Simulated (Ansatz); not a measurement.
YRe$_{3}$ (4 atoms in the cell), run with Ansatz.

```
crystal:
  lattice:
    - [4.1143635288, 0.0, 0.0]
    - [0.0, 4.1143635288, 0.0]
    - [0.0, 0.0, 4.1143635288]
  atoms:
    - { symbol: "Y", position: [0.0, 0.0, 0.0] }
    - { symbol: Re, position: [0.0, 0.5, 0.5] }
    - { symbol: Re, position: [0.5, 0.5, 0.0] }
    - { symbol: Re, position: [0.5, 0.0, 0.5] }
basis:
  ecutwfc: 420
  ecutrho_ratio: 4
kpoints:
  mp_grid: { grid: [8, 8, 8] }
hamiltonian:
  xc: pbe
scf:
  occupations: { method: gaussian, width: 0.05 }
  mixing: { algorithm: anderson, beta: 0.005, ndim: 1 }
  max_iter: 50
output:
  forces: true
  stress: true
```

Launched with:
```bash
ansatz run input.yaml --threads 2 --pin off --max-ram 2662MiB --backend cpu --events-out ev --progress --plain --runs-dir out
```

What does the convergence history look like?

The run converged; it took 36 iterations. Up to iteration 31 density mixing fails to converge: the residual only creeps down, by about 1 % a step, and is still near 0.014. After iteration 31 the program gave up density mixing and went on by direct minimisation of the free energy, which closed the SCF. From the first spectrum the program read the system as a metal and chose the Kerker preconditioner. The input holds an odd setting (mixing far too weak), but it does no harm here: the energy lies within 1 meV per atom of a run with usual settings.

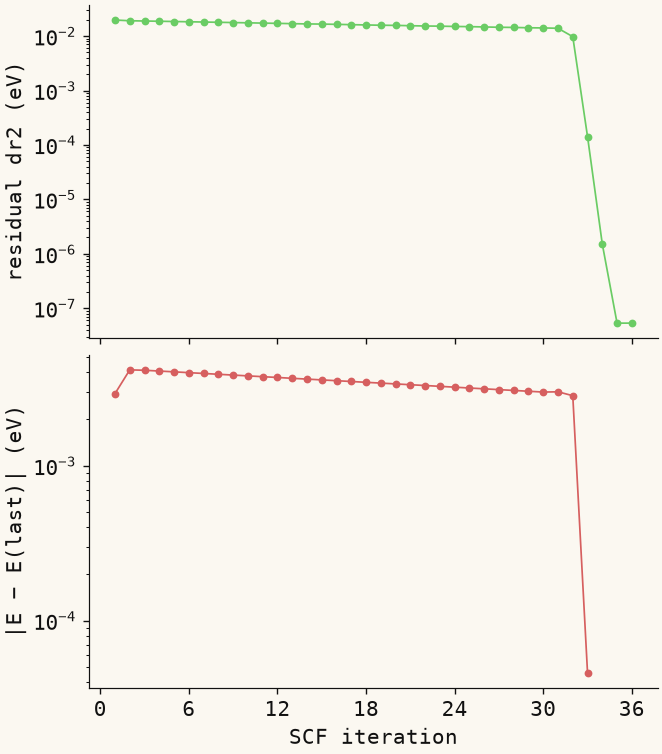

SCF iterations of a calculation: density residual dr2, distance of the Harris–Foulkes energy from its last value. Energy differences below 3 × 10⁻⁶ eV aren't drawn. The starting density is a sum of atomic densities corrected by a trained network.
